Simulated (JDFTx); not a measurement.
| Item | Value |
|---|---|
| surface | Cu(110) |
| bulk | Cu, Fm-3m, lattice of mp-30 (not re-optimised) |
| slab | 8 atoms in 8 planes, 1x1, 8.8 Å between the outermost planes |
| in-plane cell | 2.530 × 3.577 Å, 9.05 Å² |
| cell height | 24.9 Å |
| sampling | 8×6×1 k mesh, Fermi smearing 0.01 Ha, no spin polarisation |

Method: PBE, GBRV ultrasoft potentials, plane waves to 20/100 Ha, in a modified build of JDFTx. Liquid on both sides: linear PCM (GLSSA13), water, 2 M NaF; nuclei fixed. Potentials refer to SHE, placed 4.44 V below the bulk liquid's zero by convention.

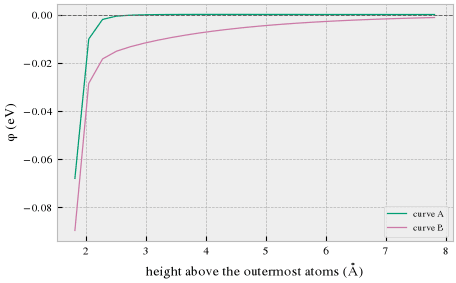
Figure. Plane-averaged electrostatic potential energy of an electron for two states of the electrode

One curve is the neutral slab. Which, and what is the sign of the other's charge?

Curve A is neutral (potential of zero charge, -0.29 V). Curve B is positively charged, 5.5 μC/cm² at 0.00 V.
